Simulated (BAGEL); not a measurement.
# triplet ZnBH3O at 4 levels

Aim: a comparison of 4 runs (UHF/3-21G, ROHF/6-31G*, ROHF/cc-pVDZ, UHF/cc-pVDZ) of triplet ZnBH3O. 

The calculation is run with BAGEL 1.2.2.

4 further runs of the same task are left out: 4 that didn't finish. Runs told in other sessions of the task aren't counted.

## (1) Starting point

The species is ZnBH3O (6 atoms), meant as a triplet with charge 0. As SMILES of the parent species, `[BH2][Zn][OH]`. Geometry: relaxed at PBE0-D4/def2-TZVP. That shape belongs to the parent species and isn't relaxed for this state.

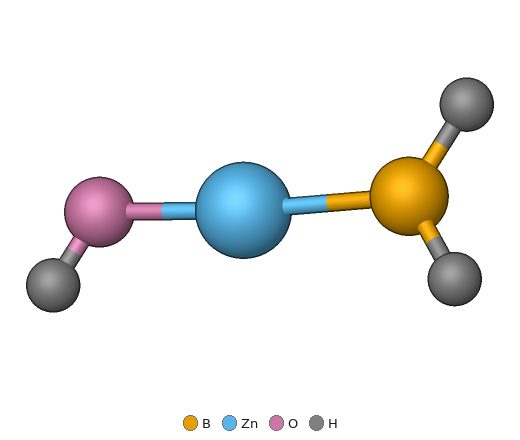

The structure, seen from a chosen angle (boron amber, zinc blue, oxygen pink, hydrogen grey).

## (2) The energy at UHF/3-21G (density fitting with qzvpp-jkfit) (run 1)

calc.json reads:

```json
{ "bagel" : [

{
  "title" : "molecule",
  "basis" : "3-21g",
  "df_basis" : "qzvpp-jkfit",
  "angstrom" : true,
  "geometry" : [
    { "atom" : "B", "xyz" : [   -1.105600,    0.409400,   -0.906500 ] },
    { "atom" : "Zn", "xyz" : [    0.421100,   -0.026500,    0.368400 ] },
    { "atom" : "O", "xyz" : [    1.765400,   -0.289800,    1.510000 ] },
    { "atom" : "H", "xyz" : [   -1.663900,   -0.437200,   -1.543000 ] },
    { "atom" : "H", "xyz" : [   -1.498500,    1.529200,   -1.064800 ] },
    { "atom" : "H", "xyz" : [    2.081400,   -1.185100,    1.636000 ] }
  ]
},
{ "title" : "uhf", "nopen" : 2 },
{ "title" : "print", "file" : "orbitals.molden", "orbitals" : true }

]}
```

Started as:

```
$ BAGEL_NUM_THREADS=1 BAGEL calc.json > calc.out
```

Output:

```text
* using 1 threads per process

  ===============================================================
  ===============================================================

  *** Geometry ***

  { "atom" : "B", "xyz" : [     -2.089281,      0.773654,     -1.713037 ] },
  { "atom" : "Zn", "xyz" : [      0.795764,     -0.050078,      0.696175 ] },
  { "atom" : "O", "xyz" : [      3.336123,     -0.547643,      2.853486 ] },
  { "atom" : "H", "xyz" : [     -3.144315,     -0.826188,     -2.915847 ] },
  { "atom" : "H", "xyz" : [     -2.831755,      2.889769,     -2.012180 ] },
  { "atom" : "H", "xyz" : [      3.933276,     -2.239514,      3.091592 ] },

  Number of auxiliary basis functions:      470

  Since a DF basis is specified, we compute 2- and 3-index integrals:
    o Being stored without compression. Storage requirement is 0.010 GB

  Number of basis functions:       51
  Number of electrons      :       46

    * METHOD: MOLECULE                             0.17

  *** Open-shell HF ***

  === Nuclear Repulsion ===
   145.2752206503

      * DIIS with orbital gradients will be used.

  === UHF iteration (3-21g) ===
      0      -1869.43623770          0.05479730           0.07
      1      -1869.52516964          0.04273477           0.07
      2      -1869.56794608          0.03036708           0.07
      3      -1869.60530579          0.00200062           0.07
      4      -1869.60625711          0.00086126           0.07
      5      -1869.60651497          0.00032810           0.07
      6      -1869.60655273          0.00013910           0.06
      7      -1869.60656749          0.00005126           0.07
      8      -1869.60657005          0.00002042           0.07
      9      -1869.60657059          0.00000904           0.07
     10      -1869.60657071          0.00000520           0.07
     11      -1869.60657074          0.00000308           0.07
     12      -1869.60657076          0.00000162           0.06
     13      -1869.60657077          0.00000065           0.07
     14      -1869.60657077          0.00000036           0.07
     15      -1869.60657077          0.00000019           0.07
     16      -1869.60657077          0.00000008           0.07
     17      -1869.60657077          0.00000004           0.07
     18      -1869.60657077          0.00000002           0.06
     19      -1869.60657077          0.00000001           0.07
     20      -1869.60657077          0.00000001           0.07
    * SCF iteration converged.

    * S^2 (UHF) is 2.0102

    * Permanent dipole moment:
           (   -0.312298,     0.786784,    -0.142822) a.u.

    * METHOD: UHF                                  1.54

    * METHOD: PRINT                                0.01

  ===============================================================
```

Run time: 1.9 s. Hardware: 1 thread of Arm Neoverse V1, shared host.

## (3) The energy at ROHF/6-31G(d) (density fitting with qzvpp-jkfit, spherical functions) (run 2)

input.json reads:

```json
{ "bagel": [

{
  "title": "molecule",
  "basis": "6-31gs.json",
  "df_basis": "qzvpp-jkfit",
  "angstrom": "true",
  "geometry": [
    { "atom": "B", "xyz": [   -1.105600,    0.409400,   -0.906500 ] },
    { "atom": "Zn", "xyz": [    0.421100,   -0.026500,    0.368400 ] },
    { "atom": "O", "xyz": [    1.765400,   -0.289800,    1.510000 ] },
    { "atom": "H", "xyz": [   -1.663900,   -0.437200,   -1.543000 ] },
    { "atom": "H", "xyz": [   -1.498500,    1.529200,   -1.064800 ] },
    { "atom": "H", "xyz": [    2.081400,   -1.185100,    1.636000 ] }
  ]
},
{
  "title": "rohf",
  "nopen": 2
},
{
  "title": "print",
  "file": "orbitals.molden",
  "orbitals": "true"
}

]}
```

The basis set 6-31G* is read from a file made from the Basis Set Exchange's data (not shown).

Started as:

```
$ BAGEL_NUM_THREADS=1 BAGEL input.json > input.out
```

Output:

```text
* using 1 threads per process

  ===============================================================
  ===============================================================

  *** Geometry ***

  { "atom" : "B", "xyz" : [     -2.089281,      0.773654,     -1.713037 ] },
  { "atom" : "Zn", "xyz" : [      0.795764,     -0.050078,      0.696175 ] },
  { "atom" : "O", "xyz" : [      3.336123,     -0.547643,      2.853486 ] },
  { "atom" : "H", "xyz" : [     -3.144315,     -0.826188,     -2.915847 ] },
  { "atom" : "H", "xyz" : [     -2.831755,      2.889769,     -2.012180 ] },
  { "atom" : "H", "xyz" : [      3.933276,     -2.239514,      3.091592 ] },

  Number of auxiliary basis functions:      470

  Since a DF basis is specified, we compute 2- and 3-index integrals:
    o Being stored without compression. Storage requirement is 0.017 GB

  Number of basis functions:       68
  Number of electrons      :       46

    * METHOD: MOLECULE                             0.23

  *** Open-shell HF ***

  === Nuclear Repulsion ===
   145.2752206503

      * DIIS with orbital gradients will be used.

  === ROHF iteration (6-31gs.json) ===
      0      -1878.44516812          0.04584102           0.09
      1      -1878.53513379          0.03746329           0.09
      2      -1878.59101539          0.02751147           0.09
      3      -1878.65469827          0.00210075           0.09
      4      -1878.65589253          0.00111390           0.09
      5      -1878.65621227          0.00054871           0.09
      6      -1878.65630460          0.00012679           0.09
      7      -1878.65634296          0.00003881           0.09
      8      -1878.65634857          0.00001122           0.09
      9      -1878.65635064          0.00000410           0.09
     10      -1878.65635081          0.00000177           0.09
     11      -1878.65635087          0.00000093           0.09
     12      -1878.65635088          0.00000035           0.09
     13      -1878.65635089          0.00000016           0.09
     14      -1878.65635089          0.00000010           0.09
     15      -1878.65635090          0.00000005           0.09
     16      -1878.65635090          0.00000002           0.09
     17      -1878.65635090          0.00000001           0.09
    * SCF iteration converged.

    * S^2 (ROHF) is 2.0000

    * Permanent dipole moment:
           (   -0.208901,     0.696031,    -0.066952) a.u.

    * METHOD: ROHF                                 1.86

    * METHOD: PRINT                                0.01

  ===============================================================
```

Wall time 2.2 s (1 thread of Arm Neoverse V1, shared host); peak memory 0.097 GiB.

Run 3 isn't shown in full; the table further down has it.

## (4) The energy at UHF/cc-pVDZ (density fitting with qzvpp-jkfit) (run 4)

hf.json reads:

```json
{ "bagel": [

{
  "title": "molecule",
  "basis": "cc-pvdz.json",
  "df_basis": "qzvpp-jkfit",
  "angstrom": true,
  "geometry": [
    { "atom": "B", "xyz": [      -1.105600,       0.409400,      -0.906500 ] },
    { "atom": "Zn", "xyz": [       0.421100,      -0.026500,       0.368400 ] },
    { "atom": "O", "xyz": [       1.765400,      -0.289800,       1.510000 ] },
    { "atom": "H", "xyz": [      -1.663900,      -0.437200,      -1.543000 ] },
    { "atom": "H", "xyz": [      -1.498500,       1.529200,      -1.064800 ] },
    { "atom": "H", "xyz": [       2.081400,      -1.185100,       1.636000 ] }
  ]
},

{ "title": "uhf", "nopen": 2 },

{ "title": "print", "file": "orbitals.molden", "orbitals": true }

]}
```

The basis set cc-pVDZ is read from a file made from the Basis Set Exchange's data (not shown).

Started as:

```
$ BAGEL_NUM_THREADS=1 BAGEL hf.json > hf.out
```

Output:

```text
* using 1 threads per process

  ===============================================================
  ===============================================================

  *** Geometry ***

  { "atom" : "B", "xyz" : [     -2.089281,      0.773654,     -1.713037 ] },
  { "atom" : "Zn", "xyz" : [      0.795764,     -0.050078,      0.696175 ] },
  { "atom" : "O", "xyz" : [      3.336123,     -0.547643,      2.853486 ] },
  { "atom" : "H", "xyz" : [     -3.144315,     -0.826188,     -2.915847 ] },
  { "atom" : "H", "xyz" : [     -2.831755,      2.889769,     -2.012180 ] },
  { "atom" : "H", "xyz" : [      3.933276,     -2.239514,      3.091592 ] },

  Number of auxiliary basis functions:      470

  Since a DF basis is specified, we compute 2- and 3-index integrals:
    o Being stored without compression. Storage requirement is 0.028 GB

  Number of basis functions:       86
  Number of electrons      :       46

    * METHOD: MOLECULE                             0.29

  *** Open-shell HF ***

  === Nuclear Repulsion ===
   145.2752206503

      * DIIS with orbital gradients will be used.

  === UHF iteration (cc-pvdz.json) ===
      0      -1878.78229938          0.03647072           0.12
      1      -1878.88049740          0.03385769           0.12
      2      -1878.93603488          0.02696593           0.12
      3      -1879.02319973          0.00392205           0.12
      4      -1879.02484937          0.00182542           0.13
      5      -1879.02583271          0.00070894           0.12
      6      -1879.02610560          0.00019662           0.12
      7      -1879.02614466          0.00006274           0.12
      8      -1879.02615130          0.00002167           0.12
      9      -1879.02615242          0.00001318           0.12
     10      -1879.02615277          0.00000784           0.12
     11      -1879.02615296          0.00000375           0.12
     12      -1879.02615301          0.00000242           0.13
     13      -1879.02615303          0.00000138           0.12
     14      -1879.02615304          0.00000069           0.12
     15      -1879.02615305          0.00000044           0.12
     16      -1879.02615305          0.00000021           0.12
     17      -1879.02615305          0.00000009           0.12
     18      -1879.02615305          0.00000005           0.12
     19      -1879.02615305          0.00000003           0.12
     20      -1879.02615305          0.00000002           0.13
     21      -1879.02615305          0.00000001           0.12
    * SCF iteration converged.

    * S^2 (UHF) is 2.0096

    * Permanent dipole moment:
           (   -0.209997,     0.651944,    -0.075356) a.u.

    * METHOD: UHF                                  2.95

    * METHOD: PRINT                                0.02

  ===============================================================
```

Wall time 3.6 s (1 thread of Arm Neoverse V1, shared host); peak memory 0.12 GiB.

## (5) The series

```csv
run,level,energy (Eh),dipole moment (D),⟨S²⟩,wall time
1,UHF/3-21G (density fitting with qzvpp-jkfit),-1869.606571,2.18,2.010,1.9 s
2,"ROHF/6-31G* (density fitting with qzvpp-jkfit, spherical functions)",-1878.656351,1.85,2.000,2.2 s
3,ROHF/cc-pVDZ (density fitting with qzvpp-jkfit),-1879.023357,1.73,2.000,3.3 s
4,UHF/cc-pVDZ (density fitting with qzvpp-jkfit),-1879.026153,1.75,2.010,3.6 s
```

## (6) Results

| quantity | value |
| --- | --- |
| run 4: total energy | -1879.02615 Eh |
| run 4: dipole moment | 1.75 D |
| run 4: ⟨S²⟩ | 2.010 |

In words: The dipole moment (its size) runs from 1.73 D (ROHF/cc-pVDZ) to 2.18 D (UHF/3-21G). The two ends differ in method and basis. All runs together took 11 s, the longest 3.6 s.
